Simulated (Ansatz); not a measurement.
# SnF2 (SMILES [F][Sn][F]): levels of theory compared

Aim: a comparison of 5 runs (UHF/STO-3G, BLYP/STO-3G, CAM-B3LYP/STO-3G, r2SCAN/STO-3G, UCCSD(T)/STO-3G) of SnF2. 

The results are computed with Ansatz 0.2.0.

54 further runs of the same task are left out: 21 that didn't finish, 33 set aside as unsound or not needed.

## (1) Starting point

SnF2 has 3 atoms, charge 0, and is taken as a singlet. SMILES: `[F][Sn][F]`. The F3–Sn1 distance was set to 2.596 Å, away from the relaxed value.

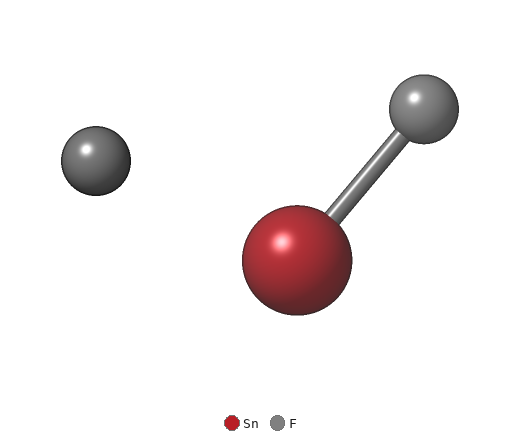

Viewed from a chosen angle; tin red, fluorine grey.

## (2) The energy at UHF/STO-3G (run 1)

job.yaml reads:

```yaml
crystal:
  periodic: [false, false, false]
  atoms:
    - {symbol: Sn, position_ang: [0.412549, -0.016648, -1.186987]}
    - {symbol: F, position_ang: [2.025569, -0.030318, 0.121223]}
    - {symbol: F, position_ang: [-1.623610, 0.028790, 0.422090]}
basis:
  gaussian:
    orbitals: STO-3G
accuracy: high
magnetization:
  spin_polarized: true
hamiltonian:
  xc: hf
```

The run is started by

```bash
ansatz run job.yaml --threads 1 --pin off --max-ram 2610MiB --events-out events.jsonl --progress --plain --runs-dir runs
```

Log:

```text
Warning: RAYON_NUM_THREADS=1 ignored (pool sized by the plan → 1); use --threads N
Functional definition: HF
  name "HF"
  exchange = exact_x
  correlation = 0
658 factors; integrals over basis functions are off by at most 5.5e-9 eV
mean field evaluation 1: about -167593.2720 eV, gradient 1.7e1 eV
mean field evaluation 2: about -167593.3515 eV, gradient 1.7e1 eV
mean field evaluation 4: about -167599.3900 eV, gradient 7.6e0 eV
mean field evaluation 8: about -167600.3551 eV, gradient 1.2e-1 eV
mean field evaluation 16: about -167600.3322 eV, gradient 3.6e-3 eV
mean field evaluation 32: about -167600.7809 eV, gradient 2.7e0 eV
mean field evaluation 64: about -167598.8667 eV, gradient 7.8e0 eV
mean field evaluation 96: about -167601.3920 eV, gradient 1.9e0 eV
mean field evaluation 128: about -167601.3995 eV, gradient 1.1e0 eV
mean field evaluation 160: about -167601.2714 eV, gradient 3.9e0 eV
mean field evaluation 192: about -167600.6988 eV, gradient 1.1e0 eV
mean field evaluation 224: about -167601.5601 eV, gradient 1.7e-1 eV
mean field evaluation 256: about -167599.2943 eV, gradient 1.6e0 eV
mean field evaluation 288: about -167598.6484 eV, gradient 2.5e0 eV
mean field evaluation 320: about -167601.5900 eV, gradient 1.8e-1 eV
mean field evaluation 352: about -167600.3322 eV, gradient 5.3e-4 eV
mean field evaluation 384: about -167601.5929 eV, gradient 3.2e-2 eV
mean field evaluation 416: about -167600.6975 eV, gradient 3.9e-4 eV
mean field -167601.84066362 eV, -6159.2540397803 hartree, gradient 4.5e-8 eV, S^2 0.797144; 13 other end points of the search recorded, 0 dependent functions left out
reference -167601.84066362 eV, -6159.2540397803 hartree; 34, 34 occupied and 3, 3 virtual orbitals, 658 factors
Total energy: -167601.84066362 eV, -6159.2540397803 hartree
```

Run time: 6.9 s. Hardware: 1 thread of Arm Neoverse V1, shared host; peak memory 0.12 GiB.

## (3) A single-point energy at BLYP/STO-3G (run 2)

molecule.yaml reads:

```yaml
crystal:
  periodic: [false, false, false]
  atoms:
    - {symbol: Sn, position_ang: [0.412549, -0.016648, -1.186987]}
    - {symbol: F, position_ang: [2.025569, -0.030318, 0.121223]}
    - {symbol: F, position_ang: [-1.623610, 0.028790, 0.422090]}
basis:
  gaussian:
    orbitals: STO-3G
hamiltonian:
  xc: {name: BLYP}
accuracy: high
```

The run is started by

```bash
ansatz run molecule.yaml --threads 1 --pin off --max-ram 2610MiB --events-out events.jsonl --progress --plain --runs-dir runs
```

Log:

```text
Warning: RAYON_NUM_THREADS=1 ignored (pool sized by the plan → 1); use --threads N
Functional definition: BLYP
  name "BLYP"
  parameter beta = 0.0042
  parameter a = 0.04918
  parameter b = 0.132
  parameter c = 0.2533
  parameter d = 0.349
  exchange = b88_x(beta = beta)
  correlation = lyp_c(a = a, b = b, c = c, d = d)
658 factors; integrals over basis functions are off by at most 5.5e-9 eV
mean field evaluation 1: about -167666.5134 eV, gradient 2.5e1 eV
mean field evaluation 2: about -167368.1880 eV, gradient 9.9e1 eV
mean field evaluation 4: about -167647.4582 eV, gradient 8.7e1 eV
mean field evaluation 8: about -167671.5849 eV, gradient 2.2e-1 eV
mean field evaluation 16: about -167671.5267 eV, gradient 3.3e-8 eV
mean field evaluation 32: about -167670.0270 eV, gradient 4.5e0 eV
mean field -167671.52667096 eV, -6161.8149533151 hartree, gradient 3.3e-8 eV, S^2 0.000000; 4 other end points of the search recorded, 0 dependent functions left out
reference -167671.52670241 eV, -6161.8149544709 hartree; 34, 34 occupied and 3, 3 virtual orbitals, 658 factors
Total energy: -167671.52670241 eV, -6161.8149544709 hartree
```

Wall time 3.9 s (1 thread of Arm Neoverse V1, shared host); peak memory 0.099 GiB.

Runs 3 to 4 aren't shown in full; the table further down has their settings and results.

## (4) The energy at UCCSD(T)/STO-3G (run 5)

input.yaml reads:

```yaml
crystal:
  periodic: [false, false, false]
  atoms:
    - {symbol: Sn, position_ang: [0.412549, -0.016648, -1.186987]}
    - {symbol: F, position_ang: [2.025569, -0.030318, 0.121223]}
    - {symbol: F, position_ang: [-1.623610, 0.028790, 0.422090]}
basis:
  gaussian:
    orbitals: STO-3G
magnetization:
  spin_polarized: true
correlation:
  method: ccsd_t
  frozen_orbitals: {F: 1, Sn: 18}
accuracy: high
scf:
  omitted_lower_state_checks: [cluster_reference, increment]
```

The run is started by

```bash
ansatz run input.yaml --threads 1 --pin off --max-ram 2610MiB --events-out events.jsonl --progress --plain --runs-dir runs
```

Log:

```text
Warning: RAYON_NUM_THREADS=1 ignored (pool sized by the plan → 1); use --threads N
[... 19 lines left out ...]
20 core orbitals not correlated: weight in the atoms' cores, before any rotation towards them, 1.000 or more for the frozen orbitals, at most 0.000 for the correlated occupied ones
[... 68 lines left out ...]
Total energy: -167604.44130307 eV, -6159.3496115173 hartree
Checks for a lower state left out: cluster_reference, increment
```

It took 8.4 s on 1 thread of Arm Neoverse V1, shared host; peak memory 0.13 GiB.

## (5) All runs side by side

```tsv
run	level	frozen core orbitals	energy (Eh)	wall time
1	UHF/STO-3G	–	-6159.254040	6.9 s
2	BLYP/STO-3G	–	-6161.814954	3.9 s
3	CAM-B3LYP/STO-3G	–	-6162.076535	2.5 s
4	r2SCAN/STO-3G	–	-6162.134016	10 s
5	UCCSD(T)/STO-3G	20	-6159.349612	8.4 s
```

## (6) Results

| quantity | value |
| --- | --- |
| run 5: total energy | -6159.34961 Eh |
| run 5: correlation energy (20 core orbitals frozen) | -95.6 mEh |
| run 5: (T) correction | -7.80 mEh |
| run 5: ⟨S²⟩ of the reference determinant | 0.797 |
| run 5: T1 diagnostic | 0.063 |

**Reading.** Totals of different functionals can't be ranked against each other. In runs 1, 2, 3, 4, 5 the basis is minimal, so the values are rough. In runs 1, 2, 3, 4, 5 relativity is left out where basis or elements ask for it. Spin contamination of the reference: run 1 ⟨S²⟩ = 0.80, run 5 ⟨S²⟩ = 0.80. Where it is this large, the reference is a mixture of spin states, and values that rest on it are in doubt. All runs together took 32 s, the longest 10 s.
